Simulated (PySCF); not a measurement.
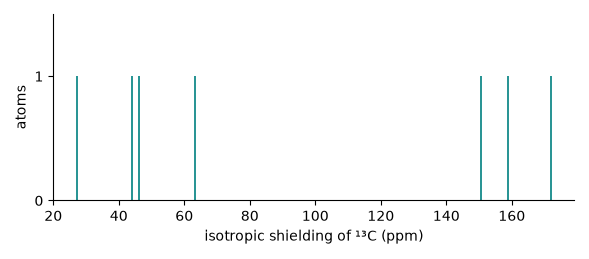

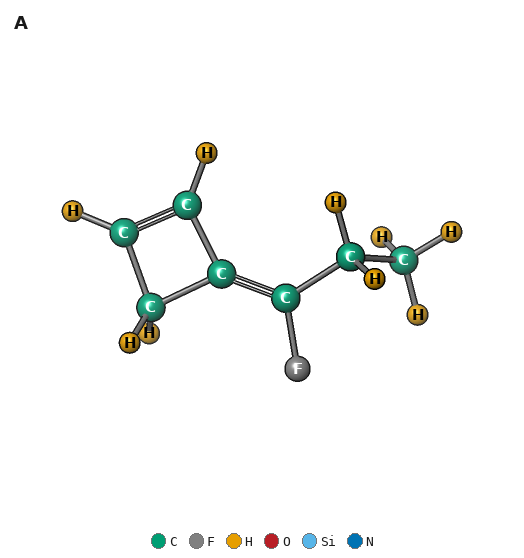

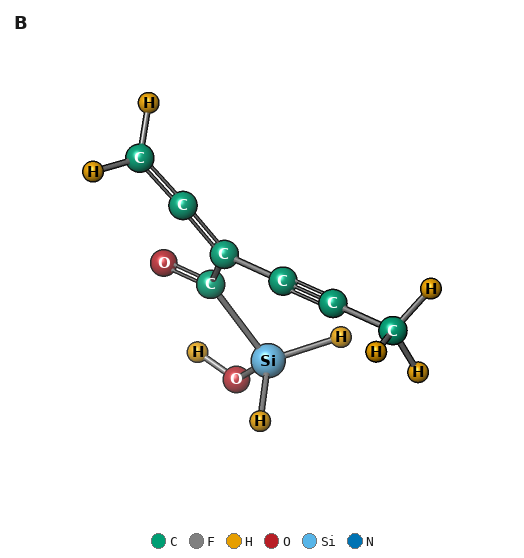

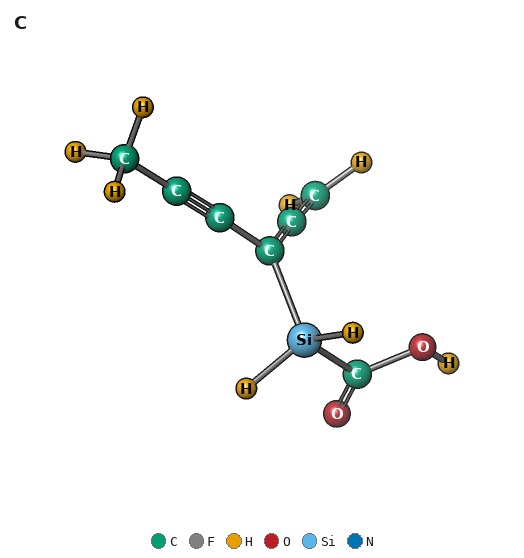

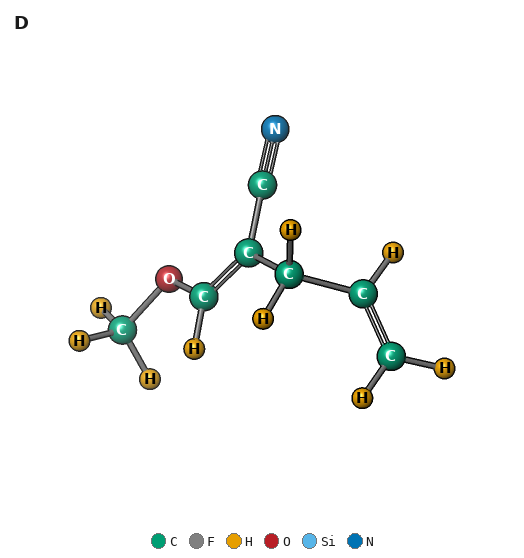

The sticks are computed shieldings of one of the molecules, for one fixed geometry (GFN2-xTB) without averaging over rotations. Low shielding means a high chemical shift. Method: GIAO PBE0/pcSseg-1 NMR shielding, non-relativistic, gas phase (PySCF 2.14.0).

Question: Which molecule gives this pattern?

Answer: A, `CC/C(F)=C1\C=CC1`. Its 7 C atoms give lines at 27.2, 43.9, 46.1, 63.2, 150.6, 158.7, 171.9 ppm.

The geometry is semi-empirical. Around Si such bond lengths and angles can be off by a tenth of an ångström or more and by several degrees, and values that hang on the shape move with them.
